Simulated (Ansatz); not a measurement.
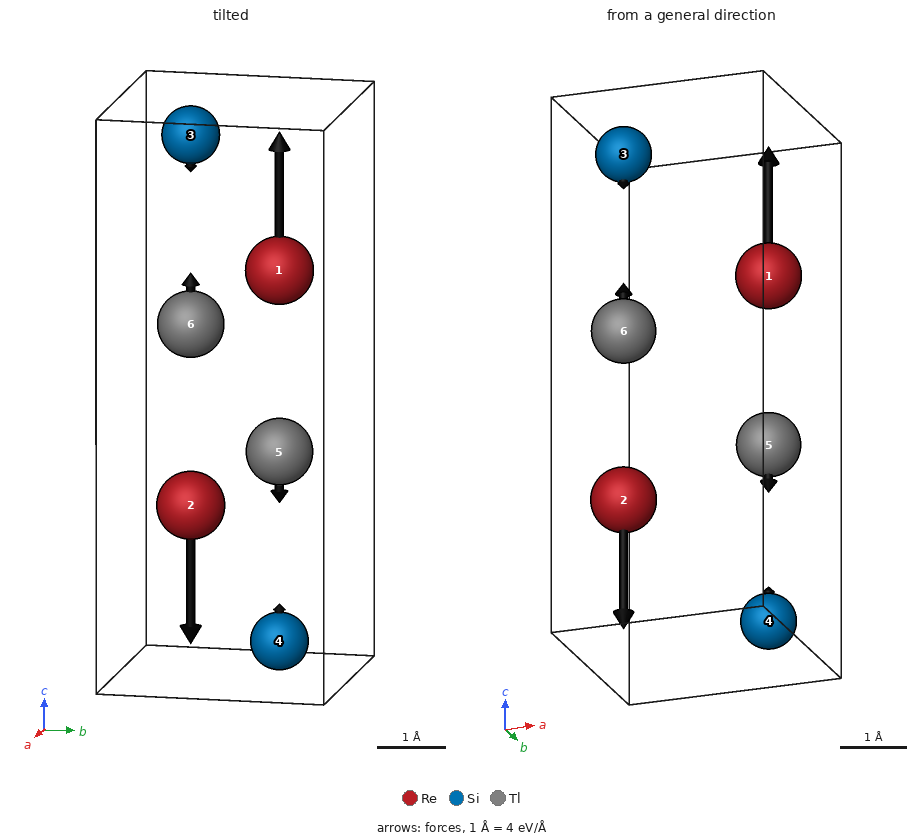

The crystal in a spheres-only representation, seen slightly off an axis and from a general direction. Atoms at the boundary of the simulation cell (the box) are drawn once for each face, edge or corner they touch. The arrows are the computed forces on the atoms.

System: TlReSi. All computed values are from DFT, PAW plane waves, PBE in Ansatz 0.2.0. Settings: wavefunction cutoff 420 eV, 10×10×4 k-mesh, Fermi-Dirac smearing of 0.1 eV, no spin polarisation.

Has this structure been optimised to equilibrium?

No. The atoms still feel forces of up to about 6.5 eV/Å, far above a usual threshold of 0.01 to 0.03 eV/Å.

Where is the maximum force, and how large is it?

Re1 and Re2, about 6.5 eV/Å.

About the cell: it is a generated cell, made by putting these elements into a known structure type (the compound may or may not exist in this form), and it is unrelaxed. A calculation with Ansatz used it as input.
